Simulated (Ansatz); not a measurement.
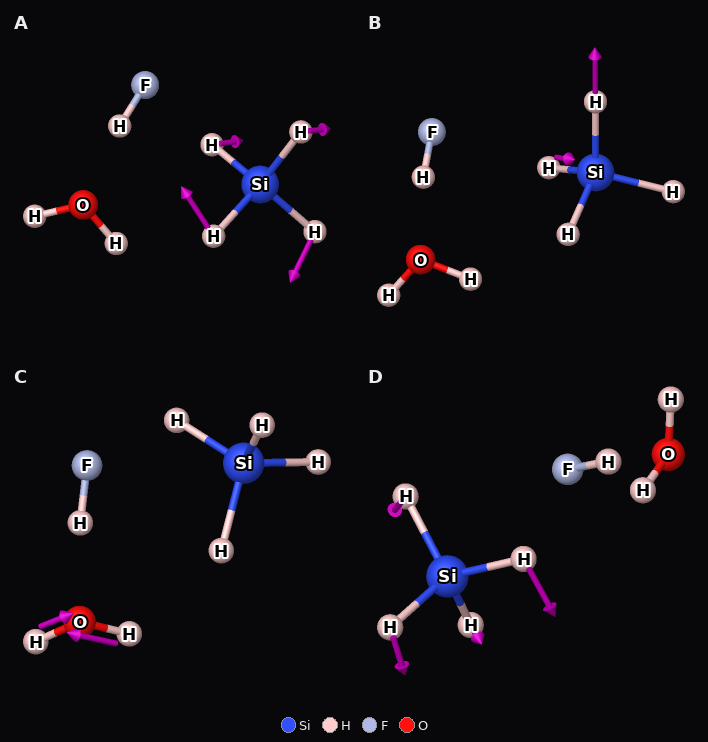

4 normal modes of one molecule or complex, as arrows. Harmonic vibrations computed with RKS PBE0-D4/def2-TZVP (Ansatz 0.2.0) at a stationary point of the same level.

### Match the panels to the wavenumbers 199 cm⁻¹, 910 cm⁻¹, 2274 cm⁻¹, 3826 cm⁻¹.

A: 199 cm⁻¹
B: 2274 cm⁻¹, out-of-phase stretching of 2 Si–H bonds
C: 3826 cm⁻¹, in-phase stretching of 2 O–H bonds
D: 910 cm⁻¹, H–Si–H bending
